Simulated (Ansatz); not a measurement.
A series of calculations on BH$_{2}$ClF

### Relaxation

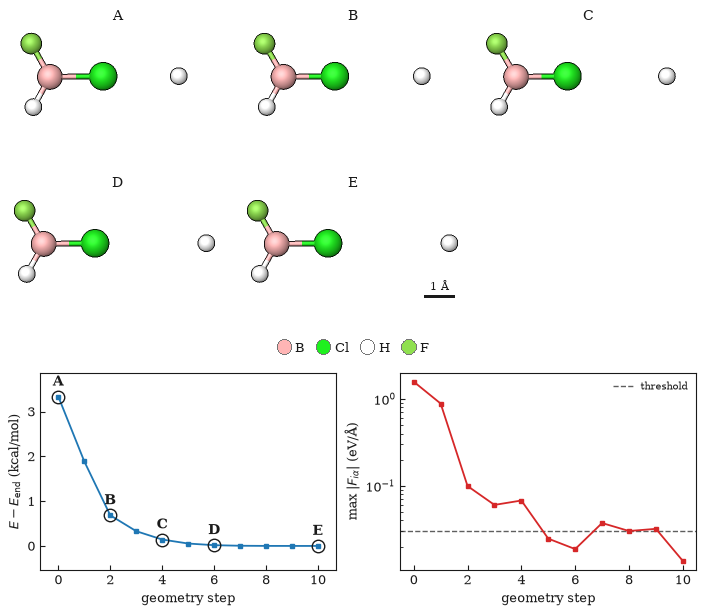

Frames of a relaxation of BH$_{2}$ClF (multiplicity 2), marked on the history of the run. A ball-and-stick model, seen at a tilt.

The run prepares an end point of a later path (reaction) calculation, from a guessed geometry.

The calculation used UHF/6-31G* (Ansatz 0.2.0). Settings: collinear spin; force threshold 0.03 eV/Å; at most 50 steps.

**Describe the path.**

An H atom moves most after the best rigid fit: 1.22 Å. Largest moves by element: H 1.22 Å, Cl 0.34 Å, F 0.30 Å, B 0.28 Å. Near-neighbour distances that change, for instance: B–Cl 1.818 → 1.755 Å, B–F 1.297 → 1.302 Å. Over 10 geometry steps the energy falls by 3.33 kcal/mol. The largest force component goes from 1.6 to 0.014 eV/Å. The run took 5.7 s on 1 thread of Intel(R) Xeon(R) 6975P-C (Granite Rapids) (shared host), peak memory 0.12 GiB. From step 0 to 2: an H atom moves most (0.28 Å), energy −2.65 kcal/mol. From step 2 to 4: an H atom moves most (0.34 Å), energy −0.54 kcal/mol. From step 4 to 6: an H atom moves most (0.32 Å), energy −0.13 kcal/mol. From step 6 to 10: an H atom moves most (0.28 Å), energy −0.02 kcal/mol.

```csv
step,"E − E(0), kcal/mol","largest force component, eV/Å"
0,0.00,1.5834
1,-1.45,0.8870
2,-2.65,0.0996
3,-3.00,0.0604
4,-3.19,0.0679
5,-3.28,0.0247
6,-3.32,0.0187
7,-3.33,0.0374
8,-3.33,0.0303
9,-3.33,0.0320
10,-3.33,0.0137
```

Limits of the set-up: the start holds two separate molecules, 2.6 Å apart at their closest, whose relative position is a soft coordinate and is computed without a dispersion correction; Hartree-Fock leaves out electron correlation.

### Relaxation

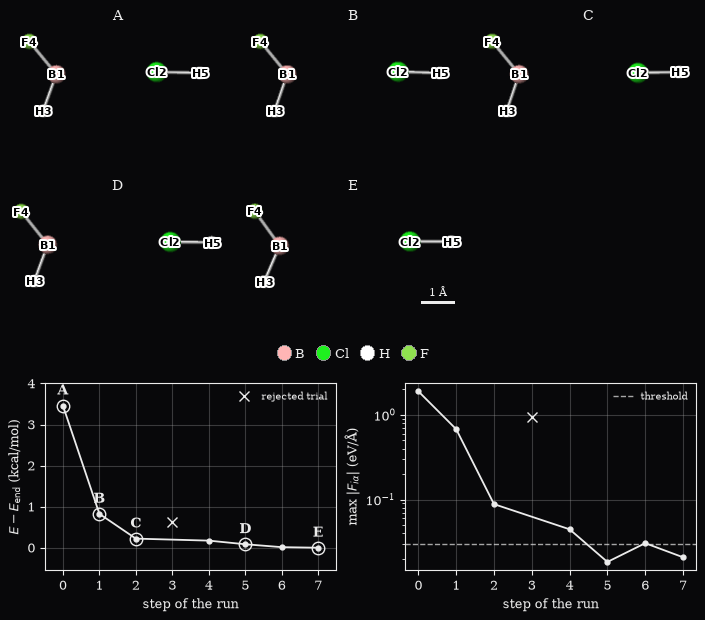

Frames of a relaxation of BH2ClF (multiplicity 2), marked on the history of the run. A ball-and-stick model, seen face on.

The run prepares an end point of a later path (reaction) calculation, from a guessed geometry.

Theory: UHF/6-31G* (Ansatz 0.2.0). Settings: collinear spin; force threshold 0.03 eV/Å; at most 50 steps.

Describe the path.

Answer. The atom that moves furthest after the best rigid fit is Cl2 (0.56 Å). By element the largest moves are Cl 0.56 Å, H 0.51 Å, B 0.36 Å, F 0.29 Å. Some distances before and after: Cl2–H5 1.318 → 1.266 Å. Over 6 accepted moves (7 points after the start) the energy falls by 3.46 kcal/mol. The largest force component goes from 1.9 to 0.021 eV/Å. The line search rejected the trial step at point 3 of the run. From step 0 to 1: Cl2 moves most (0.19 Å), energy −2.64 kcal/mol. From step 1 to 2: Cl2 moves most (0.15 Å), energy −0.60 kcal/mol. From step 2 to 5: Cl2 moves most (0.08 Å), energy −0.14 kcal/mol. From step 5 to 7: H3 moves most (0.15 Å), energy −0.08 kcal/mol.

Limits of the set-up: the start holds two separate molecules, 3.1 Å apart at their closest, whose relative position is a soft coordinate and is computed without a dispersion correction; Hartree-Fock leaves out electron correlation.

### Path

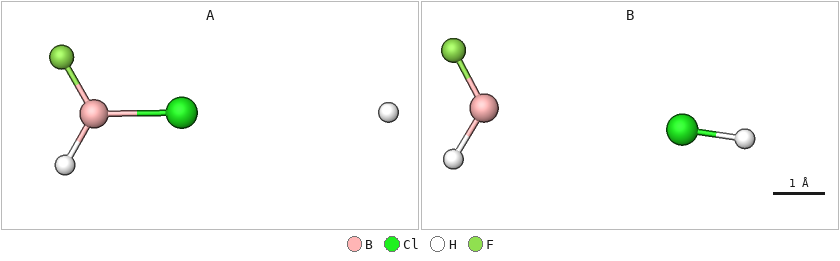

The two relaxed end points of a path for BH2ClF (multiplicity 2), made up at the start of BHClF and H. A ball-and-stick model, seen face on.

The calculation used UHF/6-31G* in Ansatz.

Run with 5 movable images; climbing image; force threshold 0.03 eV/Å; iteration limit 60.

Start:
```xyz
5

B     0.0017    0.0000   -0.3580
Cl   -0.0096    0.0000    1.3971
H     1.0209    0.0000   -0.9487
F    -1.1348    0.0000   -0.9939
H     0.0091    0.0000    5.5384
```

End:
```xyz
5

B    -0.0448    0.0000   -0.6757
Cl   -0.0137    0.0000    3.3143
H     1.0336    0.0000   -1.1890
F    -1.1305    0.0000   -1.3941
H     0.0428    0.0000    4.5794
```

Q: What barrier does the band find between them, and by what path?

A: The energy climbs by 50.5 kcal/mol to image 3 and then falls by 24.9 kcal/mol, so the end point sits at +25.6 kcal/mol. Breaking: B1–Cl2 (1.76 → 2.21 at the top → 3.99 Å). Forming: Cl2–H5 (4.14 → 1.47 at the top → 1.27 Å). The band converged in 11 iterations. The largest component of the band force went from 4.5 to 0.026 eV/Å. The climbing image converged on the top of the path. Its vibrational analysis gives one imaginary mode (1270i cm⁻¹), as a transition state must have.

Energies of the converged images:

```json
{"image": "0", "path (Å)": "0.00", "E (kcal/mol)": "0.0"}
{"image": "1", "path (Å)": "0.74", "E (kcal/mol)": "0.2"}
{"image": "2", "path (Å)": "1.47", "E (kcal/mol)": "3.1"}
{"image": "3", "path (Å)": "2.21", "E (kcal/mol)": "50.5"}
{"image": "4", "path (Å)": "2.84", "E (kcal/mol)": "30.8"}
{"image": "5", "path (Å)": "3.48", "E (kcal/mol)": "26.2"}
{"image": "6", "path (Å)": "4.11", "E (kcal/mol)": "25.6"}
```

The geometry at the top of the path:

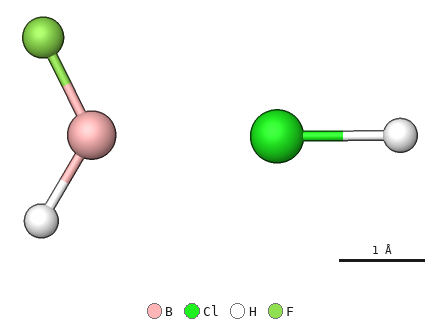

Limits of the set-up: the start holds two separate molecules, 4.1 Å apart at their closest, whose relative position is a soft coordinate and is computed without a dispersion correction; Hartree-Fock leaves out electron correlation.
